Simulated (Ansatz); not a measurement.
**CH6N2OSi: basis-set convergence**

Aim: see how fast density functionals converge with the basis set for CH6N2OSi.

Program: Ansatz 0.2.0, Gaussian basis. Level of theory: one geometry, several basis sets. These are calculated values, not measurements.

Plan: PBE0-D4/def2-SVP; ωB97M-V/def2-SVP; PBE0-D4/def2-QZVPP; ωB97M-V/def2-QZVPP; the functionals' def2-TZVPP values are taken from earlier runs.

**1. The relaxed structure**

The geometry comes from an earlier relaxation with PBE0-D4 in a triple-zeta def2 set; it is a stationary point, not always the lowest conformer.

11 atoms, charge 0, spin multiplicity 1.

Atoms are counted from 1 here; the program's logs count them from 0.

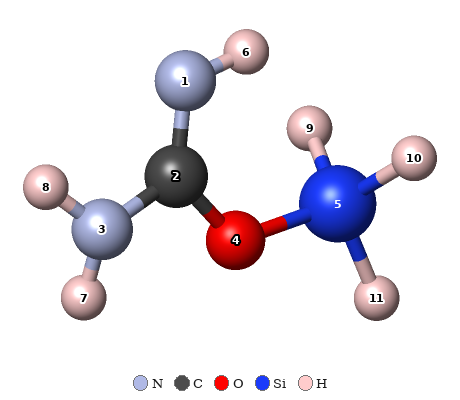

The geometry (nitrogen light blue, carbon dark grey, oxygen red, silicon blue, hydrogen pink); atoms are numbered from 1 in the order of the file.

**2. PBE0-D4 in def2-SVP**

in.yaml

```yaml
crystal:
  periodic: [false, false, false]
  atoms:
    - {symbol: N, position_ang: [1.212096, 0.341046, 1.071065]}
    - {symbol: C, position_ang: [0.489654, -0.544211, 0.521329]}
    - {symbol: N, position_ang: [0.630890, -1.869110, 0.806098]}
    - {symbol: O, position_ang: [-0.474500, -0.368610, -0.418814]}
    - {symbol: Si, position_ang: [-0.867953, 1.106936, -1.079175]}
    - {symbol: H, position_ang: [1.040363, 1.277499, 0.723303]}
    - {symbol: H, position_ang: [-0.148722, -2.467305, 0.600536]}
    - {symbol: H, position_ang: [1.167446, -2.077107, 1.629322]}
    - {symbol: H, position_ang: [-1.336432, 2.041087, -0.024968]}
    - {symbol: H, position_ang: [0.305354, 1.695820, -1.770975]}
    - {symbol: H, position_ang: [-1.952898, 0.806953, -2.036920]}
basis:
  gaussian: {orbitals: def2-SVP}
hamiltonian: {xc: pbe0, dispersion: d4}
output: {orbitals: {seedname: orbitals}}
```

On the command line:

```
> ansatz run in.yaml --threads 4 --pin off --events-out ev --progress --plain --max-ram 10444MiB
```

After this run come: ωB97M-V in def2-SVP; PBE0-D4 in def2-QZVPP; ωB97M-V in def2-QZVPP.

Before running them: what should the planned runs give, taken together? Wanted: PBE0-D4: double and triple zeta above quadruple; ωB97M-V: double and triple zeta above quadruple.

The runs gave:

| quantity | value |
| --- | --- |
| PBE0-D4: double and triple zeta above quadruple | 10.70, 0.63 eV |
| ωB97M-V: double and triple zeta above quadruple | 10.92, 0.59 eV |

PBE0-D4 gains 10.08 eV from double to triple zeta, then 0.63 eV more. Total energies overstate the basis error of differences, where much of it tends to cancel. The LUMO of ωB97M-V is positive and keeps falling with the basis (2.45 to 1.21 eV): an unbound level that the basis holds in place.
